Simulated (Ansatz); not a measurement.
**One shape, several levels: SiH2Cl− (SMILES [SiH2-]Cl)**

Aim: a comparison of 6 runs (PBE/STO-3G, SVWN5/STO-3G, r2SCAN/STO-3G, r2SCAN0/STO-3G, RPA@PBE/STO-3G, FCI/STO-3G) of SiH2Cl−. 

The results are computed with Ansatz 0.2.0.

1 further run of the same task is left out (set aside as unsound or not needed).

### Step 1. The structure to begin with

SiH2Cl−: 4 atoms, total charge -1, spin state singlet. SMILES: `[SiH2-]Cl`. The H4–Si1 distance was set to 2.239 Å, away from the relaxed value. At this shape a bond of the SMILES string is far longer than usual.

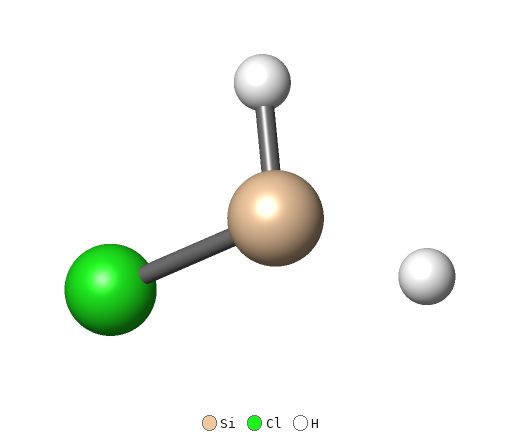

Viewed from a chosen angle; silicon light orange, chlorine green, hydrogen white.

### Step 2. The energy at PBE/STO-3G (run 1)

run.yaml

```yaml
basis:
  gaussian:
    orbitals: STO-3G
crystal:
  periodic: [false, false, false]
  atoms:
    - {symbol: Si, position_ang: [-0.625249, 0.312430, 0.977766]}
    - {symbol: Cl, position_ang: [1.534751, -0.241280, 1.498376]}
    - {symbol: H, position_ang: [-1.108429, -1.096380, 0.889226]}
    - {symbol: H, position_ang: [-0.213160, 0.668840, -1.193830]}
hamiltonian:
  xc: {name: PBE}
total_charge: -1
accuracy: high
```

Command:

```
ansatz run run.yaml --threads 1 --pin off --max-ram 2610MiB --events-out events.jsonl --progress --plain --runs-dir runs
```

Output:

```text
Warning: RAYON_NUM_THREADS=1 ignored (pool sized by the plan → 1); use --threads N
Functional definition: PBE
  name "PBE"
  parameter kappa = 0.804
  parameter beta = 0.06672455060314922
  exchange = pbe_x(kappa = kappa, mu = beta*pi^2/3)
  correlation = pbe_c(beta = beta)
338 factors; integrals over basis functions are off by at most 6.4e-9 eV
mean field evaluation 1: about -20186.8924 eV, gradient 2.2e1 eV
mean field evaluation 2: about -20175.3132 eV, gradient 4.0e1 eV
mean field evaluation 4: about -20190.3369 eV, gradient 2.1e0 eV
mean field evaluation 8: about -20190.3254 eV, gradient 2.1e-1 eV
mean field evaluation 16: about -20190.3257 eV, gradient 4.5e-8 eV
mean field -20190.32570817 eV, -741.9807842809 hartree, gradient 1.9e-8 eV, S^2 0.000000; 0 other end points of the search recorded, 0 dependent functions left out
reference -20190.32570992 eV, -741.9807843453 hartree; 17, 17 occupied and 3, 3 virtual orbitals, 338 factors
Total energy: -20190.32570992 eV, -741.9807843453 hartree
```

Run time: 0.97 s. Hardware: 1 thread of Arm Neoverse V1, shared host; peak memory 0.091 GiB.

### Step 3. The energy at SVWN5/STO-3G (run 2)

run.yaml: that of step 2 with these lines changed.

```diff
@@ -1,4 +1 @@
-basis:
-  gaussian:
-    orbitals: STO-3G
 crystal:
@@ -10,5 +7,6 @@
     - {symbol: H, position_ang: [-0.213160, 0.668840, -1.193830]}
-hamiltonian:
-  xc: {name: PBE}
+basis:
+  gaussian: {orbitals: STO-3G}
 total_charge: -1
+hamiltonian: {xc: {name: SVWN5}}
 accuracy: high
```

Command:

```
ansatz run run.yaml --threads 1 --pin off --max-ram 2610MiB --events-out events.jsonl --progress --plain --runs-dir runs
```

Output:

```text
Warning: RAYON_NUM_THREADS=1 ignored (pool sized by the plan → 1); use --threads N
Functional definition: SVWN5
  name "SVWN5"
  exchange = slater_x
  correlation = vwn5_c
338 factors; integrals over basis functions are off by at most 6.4e-9 eV
mean field evaluation 1: about -20122.2976 eV, gradient 2.2e1 eV
mean field evaluation 2: about -20111.1761 eV, gradient 3.9e1 eV
mean field evaluation 4: about -20125.5539 eV, gradient 2.4e0 eV
mean field evaluation 8: about -20125.5903 eV, gradient 4.8e-2 eV
mean field evaluation 16: about -20125.5493 eV, gradient 2.0e-6 eV
mean field -20125.54934357 eV, -739.6002967888 hartree, gradient 6.7e-9 eV, S^2 0.000000; 0 other end points of the search recorded, 0 dependent functions left out
reference -20125.54934526 eV, -739.6002968510 hartree; 17, 17 occupied and 3, 3 virtual orbitals, 338 factors
Total energy: -20125.54934526 eV, -739.6002968510 hartree
```

Run time: 0.66 s. Hardware: 1 thread of Arm Neoverse V1, shared host.

Runs 3 to 5 aren't shown in full; the table further down has their settings and results.

### Step 4. A single-point energy at FCI/STO-3G (run 6)

molecule.yaml

```yaml
crystal:
  periodic: [false, false, false]
  atoms:
    - {symbol: Si, position_ang: [-0.625249, 0.312430, 0.977766]}
    - {symbol: Cl, position_ang: [1.534751, -0.241280, 1.498376]}
    - {symbol: H, position_ang: [-1.108429, -1.096380, 0.889226]}
    - {symbol: H, position_ang: [-0.213160, 0.668840, -1.193830]}
basis:
  gaussian:
    orbitals: STO-3G
total_charge: -1
correlation:
  method: fci
  frozen_orbitals: {Cl: 5, H: 0, Si: 5}
accuracy: high
```

Command:

```
ansatz run molecule.yaml --threads 1 --pin off --max-ram 2610MiB --events-out events.jsonl --progress --plain --runs-dir runs
```

Output:

```text
Warning: RAYON_NUM_THREADS=1 ignored (pool sized by the plan → 1); use --threads N
Functional definition: HF
  name "HF"
  exchange = exact_x
  correlation = 0
338 factors; integrals over basis functions are off by at most 6.4e-9 eV
mean field evaluation 1: about -20165.2333 eV, gradient 1.4e1 eV
mean field evaluation 2: about -20165.2783 eV, gradient 1.4e1 eV
mean field evaluation 4: about -20166.9858 eV, gradient 8.6e-1 eV
mean field evaluation 8: about -20166.9900 eV, gradient 5.4e-4 eV
mean field -20166.98999950 eV, -741.1232128050 hartree, gradient 8.8e-9 eV, S^2 0.000000; 0 other end points of the search recorded, 0 dependent functions left out; unrestricted orbitals would lower it
mean field evaluation 16: about -20167.2383 eV, gradient 2.3e-1 eV
10 core orbitals not correlated: weight in the atoms' cores, before any rotation towards them, 1.000 or more for the frozen orbitals, at most 0.000 for the correlated occupied ones
reference -20166.98999950 eV, -741.1232128050 hartree; 7, 7 occupied and 3, 3 virtual orbitals, 338 factors
state -20169.13498529 eV, -741.2020395789 hartree
Total energy: -20169.13498529 eV, -741.2020395789 hartree
```

Run time: 0.32 s. Hardware: 1 thread of Arm Neoverse V1, shared host.

### Step 5. The series

| run | level | frozen core orbitals | energy (Eh) | wall time |
| --- | --- | --- | --- | --- |
| 1 | PBE/STO-3G | – | -741.980784 | 0.97 s |
| 2 | SVWN5/STO-3G | – | -739.600297 | 0.66 s |
| 3 | r2SCAN/STO-3G | – | -742.318688 | 2.5 s |
| 4 | r2SCAN0/STO-3G | – | -742.328551 | 2.6 s |
| 5 | RPA@PBE/STO-3G | 10 | -741.242135 | 1.4 s |
| 6 | FCI/STO-3G | 10 | -741.202040 | 0.32 s |

### Step 6. Outcome

```
                                           quantity          value
                                run 6: total energy  -741.20204 Eh
run 6: correlation energy (10 core orbitals frozen)      -78.8 mEh
```

**Reading.** Totals of different functionals can't be ranked against each other. In runs 1, 2, 3, 4, 5, 6 the basis is minimal, so the values are rough. All runs together took 8.5 s, the longest 2.6 s.
